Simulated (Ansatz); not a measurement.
## Electronic structure of AlF2InO in real space

Input file:

```
crystal:
  periodic: [false, false, false]
  atoms:
    - symbol: Al
      position_ang: [-0.755769, -0.254212, 0.288157]
    - symbol: F
      position_ang: [-0.307396, 1.192512, 1.193597]
    - symbol: F
      position_ang: [-0.398203, 0.646478, -1.186474]
    - symbol: In
      position_ang: [0.266893, 2.726872, -0.434302]
    - symbol: O
      position_ang: [-1.263664, -1.732641, 0.647412]
basis:
  gaussian:
    orbitals: def2-TZVPD
hamiltonian:
  xc: {name: PBE0}
output: {forces: true, orbitals: {seedname: orbitals}}
```

Command:

```sh
ansatz run input.yaml --threads 1 --pin off --max-ram 2610MiB --events-out events.jsonl --progress --plain --runs-dir runs
```

Geometry: PBE0-D3(BJ)/def2-SVP; core potentials replace the inner electrons of In.

Level of theory: Ansatz, isolated molecule in a Gaussian basis; Kohn-Sham density functional theory, functional PBE0.

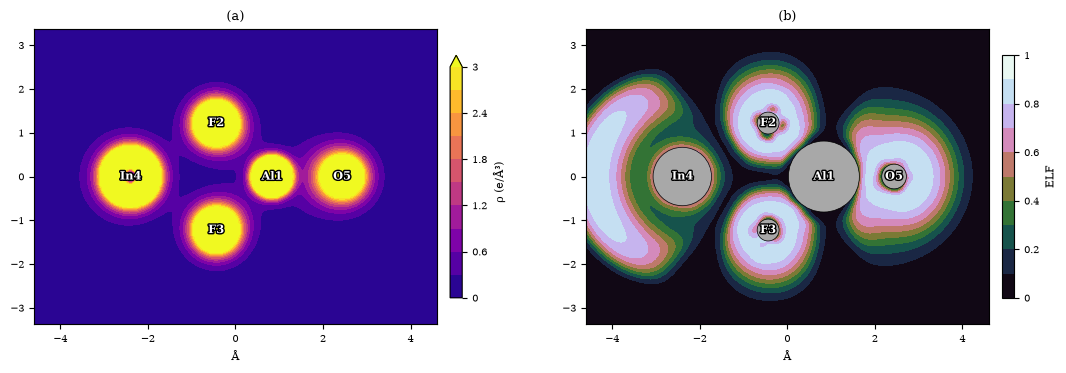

Figure 1. (a) electron density; (b) ELF on the molecular plane. Grey discs cover the atomic cores in the ELF map.

Describe what can be read from this map.

Answer.
- The plane passes through Al, F, In and O nuclei.
- Al–O (1.60 Å): ρ at the midpoint is about 1.1 e/Å³; the ELF peaks at about 0.85 in the valence shell of O, 0.6 Å from its nucleus, and is about 0.35 at the midpoint.
- Al–F (1.76 Å): ρ at the midpoint is about 0.67 e/Å³; the ELF peaks at about 0.85 in the valence shell of F, 0.6 Å from its nucleus, and is about 0.35 at the midpoint.
- In–F (2.31 Å): ρ is about 0.33 e/Å³ halfway; the ELF is about 0.10 at the midpoint.
- The ELF also peaks beside F3, O5 and F2, away from the bonds: lone-pair regions.

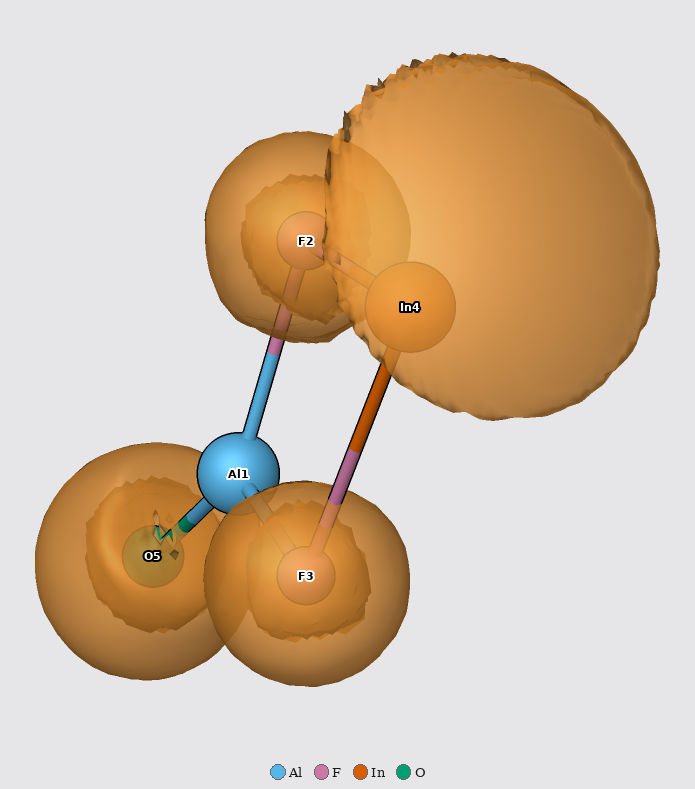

Figure 2. Isosurface of the ELF at 0.8 (orange), seen at an oblique angle. Core shells and regions of very low density are left out.

Identify the bonds, lone pairs and shells in this picture.

Answer. At this value the surface marks out one lobe on In, pointing away from the bonds (lone pairs), two regions wrapped around F (the valence shell of each) and one region wrapped around O (its valence shell).

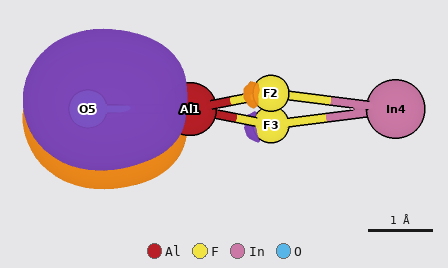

Figure 3. The HOMO at ±0.1 Å⁻³ᐟ² (orange and purple are the two phases), seen from one side.

Where does this orbital lie, and at what energy?

Answer. By Hirshfeld shares it lies mainly on O5 (about 80 %) and Al1 (about 20 %); it is symmetric in the molecular plane (an in-plane orbital: σ, lone-pair or in-plane π type). Its energy is −6.29 eV.
